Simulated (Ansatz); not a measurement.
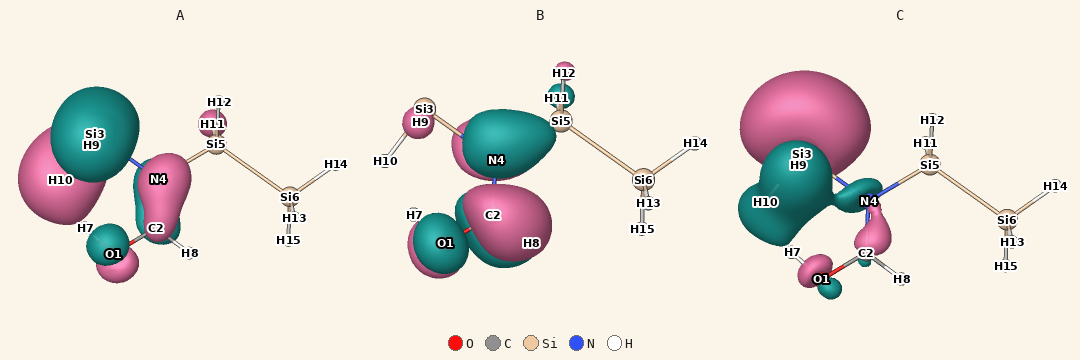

Figure 1: CH₉NOSi₃. Three frontier orbitals at ±0.1 Å⁻³ᐟ² (teal and pink are the two phases), in no order.

Method: Ansatz, RKS B3LYP/cc-pVDZ.

Input file:

```
crystal:
  periodic: [false, false, false]
  atoms:
    - { symbol: O, position_ang: [-2.0248, -1.5078, 1.0262] }
    - { symbol: C, position_ang: [-1.1912, -1.0878, -0.0597] }
    - { symbol: Si, position_ang: [0.8283, -2.0602, 0.3867] }
    - { symbol: "N", position_ang: [0.1479, -0.6322, 0.3727] }
    - { symbol: Si, position_ang: [1.0015, 0.5661, -0.3791] }
    - { symbol: Si, position_ang: [-0.0331, 2.6701, -0.3539] }
    - { symbol: H, position_ang: [-1.7461, -1.0325, 1.8379] }
    - { symbol: H, position_ang: [-1.2737, -1.5522, -1.031] }
    - { symbol: H, position_ang: [1.0676, -2.7087, -0.868] }
    - { symbol: H, position_ang: [0.4414, -2.9744, 1.5118] }
    - { symbol: H, position_ang: [2.2848, 0.6706, 0.3861] }
    - { symbol: H, position_ang: [1.3154, 0.1766, -1.7445] }
    - { symbol: H, position_ang: [-1.31515, 2.64815, -1.0817] }
    - { symbol: H, position_ang: [0.85615, 3.72628, -0.96874] }
    - { symbol: H, position_ang: [-0.33311, 3.07018, 1.0475] }
basis:
  gaussian: { orbitals: cc-pVDZ }
hamiltonian:
  xc: b3lyp
relax:
  f_tol: 0.015
  max_steps: 40
output:
  orbitals: {}
```

Command:

```sh
ansatz run input.yaml --threads 2 --pin off --max-ram 3072MiB --backend cpu --events-out ev --progress --plain --runs-dir out
```

The fields are those of the relaxed geometry.

Which picture is the HOMO−1, the HOMO and the LUMO?

A is the HOMO−1 (−7.97 eV). It lies mainly on Si3 (about 30 %), H10 (about 20 %), H9 (about 20 %) and N4 (about 10 %). C is the HOMO (−5.44 eV). By Hirshfeld shares it lies mainly on Si3 (about 75 %) and H9 (about 10 %). B is the LUMO (−1.20 eV). By Hirshfeld shares it lies mainly on C2 (about 45 %), N4 (about 20 %) and O1 (about 15 %).

What is the HOMO–LUMO gap?

4.24 eV between the orbital energies.
